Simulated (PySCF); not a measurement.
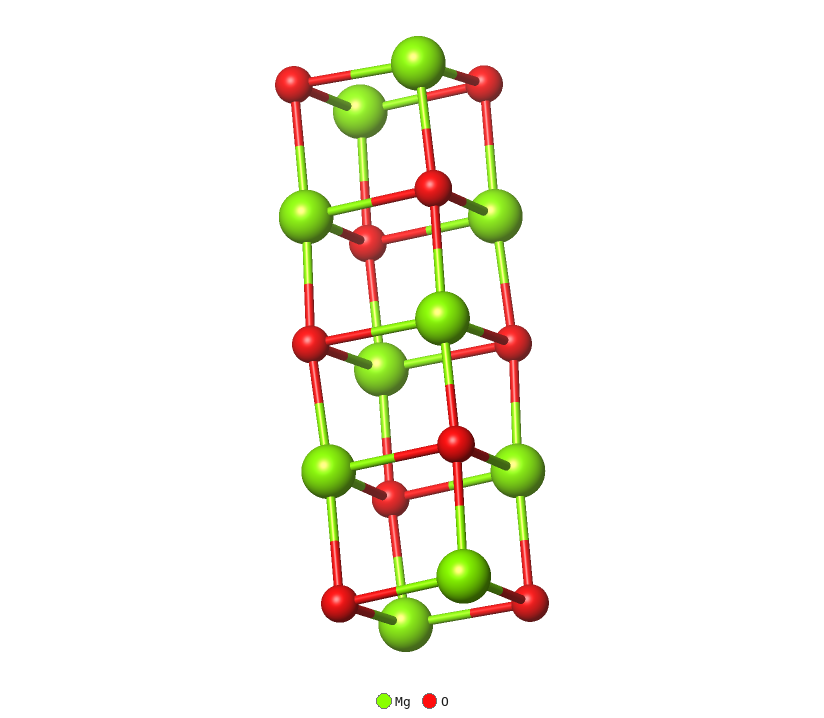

Rendered structure (ball-and-stick style).

The computed structure is the end point of a GFN2-xTB optimisation. No frequency run is at hand to confirm it as a minimum.

Question: Give the formula.

Answer: Mg10O10, 20 atoms: 10 magnesium and 10 oxygen.

Question: How many bonds of each kind are drawn?

Answer: 36 Mg–O. Sticks follow a distance rule.

Question: How many sets of symmetry-equivalent atoms are there?

Answer: 6: 4 Mg, 4 O, 2 Mg, 4 O, 4 Mg, 2 O.

Question: Give the symmetry (Schoenflies symbol).

Answer: D2h.

The parts below concern this one geometry. Atoms keep their numbers from picture to picture.

**Bond orders**

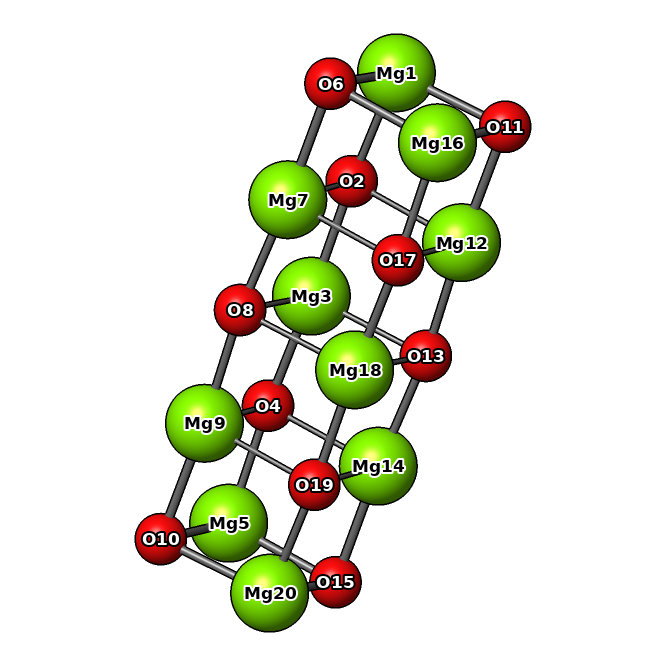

The thickness of each stick grows with its Mayer bond order. No frequency run is at hand to confirm it as a minimum. Level of theory: ωB97X-D/6-31G* (PySCF 2.14.0).

List the Mayer bond orders of Mg7–O8, Mg3–O8, O6–Mg7, O2–Mg7, Mg1–O6, O2–Mg3, Mg1–O2 (one bond of each equivalent set).

```json
{"bond": "Mg7–O8", "Mayer order": "0.59", "length (Å)": "1.861"}
{"bond": "Mg3–O8", "Mayer order": "0.28", "length (Å)": "2.054"}
{"bond": "O6–Mg7", "Mayer order": "0.68", "length (Å)": "1.929"}
{"bond": "O2–Mg7", "Mayer order": "0.28", "length (Å)": "2.058"}
{"bond": "Mg1–O6", "Mayer order": "0.61", "length (Å)": "1.941"}
{"bond": "O2–Mg3", "Mayer order": "0.64", "length (Å)": "1.870"}
{"bond": "Mg1–O2", "Mayer order": "0.56", "length (Å)": "1.886"}
```

**Charges**

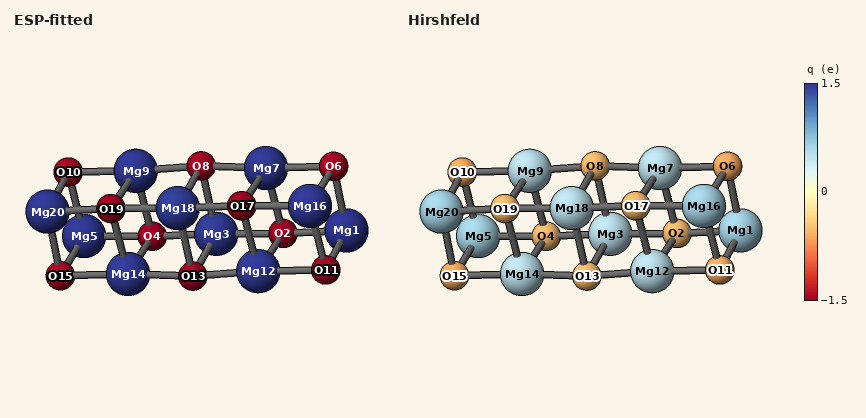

Atomic charges of one calculation by 2 schemes, on one colour scale. No frequency run is at hand to confirm it as a minimum. Method: ωB97X-D/6-31G* (PySCF 2.14.0).

Question: Which scheme gives the most polar picture (largest mean size of the charges)?

Answer: The ESP-fitted charges are the largest in size here.

Question: On which atom do the schemes disagree most?

Answer: On O2 (from −1.49 to −0.50 e); O4 (from −1.49 to −0.50 e); Mg7 (from 0.48 to 1.47 e); Mg9 (from 0.48 to 1.47 e); Mg12 (from 0.48 to 1.46 e); Mg14 (from 0.48 to 1.46 e); O17 (from −1.49 to −0.50 e); O19 (from −1.49 to −0.50 e).

List the charges (e), one line for each set of equivalent atoms.

```tsv
atom	ESP-fitted	Hirshfeld
Mg1, Mg5, Mg16…	1.48	0.61
O2, O4, O17…	−1.49	−0.50
Mg3, Mg18	1.46	0.49
O6, O10, O11…	−1.45	−0.59
Mg7, Mg9, Mg12…	1.47	0.48
O8, O13	−1.47	−0.50
```

**Electronic properties**

No frequency run is at hand to confirm it as a minimum. Properties computed with ωB97X-D/6-31G*, gas phase (PySCF 2.14.0). Excitations: vertical, linear response.

Question: What is the lowest vertical singlet excitation?

Answer: 3.79 eV.

Question: Give the HOMO–LUMO gap at this level.

Answer: 7.81 eV.

Question: What is the brightest of the 6 lowest singlets?

Answer: 4.38 eV.

Question: What is the mean static polarisability?

Answer: 170.0 bohr³.

The geometry is semi-empirical. Around Mg such bond lengths and angles can be off by a tenth of an ångström or more and by several degrees, and values that hang on the shape move with them.
